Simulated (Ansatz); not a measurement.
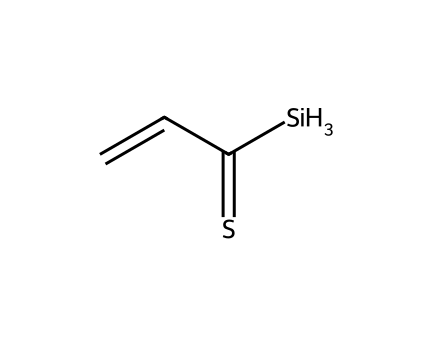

Structural formula above. The computed structure is the end point of a PBE-D4/def2-SVP optimisation. No frequency run is at hand to confirm it as a minimum.

Describe the 3D structure.

It has 11 atoms: 3 carbon, 6 hydrogen, 1 sulfur and 1 silicon (C3H6SSi). SMILES: `C=CC([SiH3])=S`. It has no ring. Among its groups: alkene, Si–H bond. Coordination: 3 C trigonal planar; 1 Si tetrahedral.

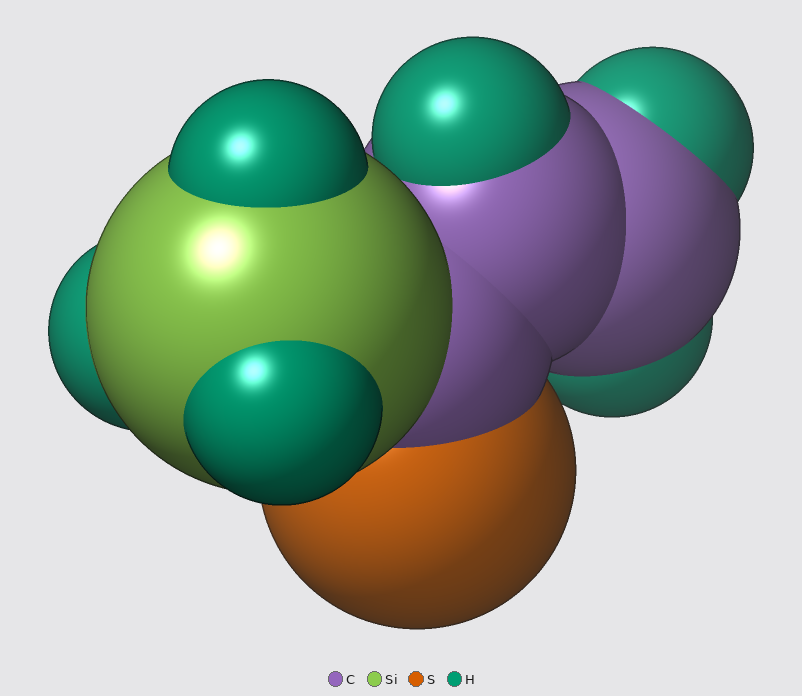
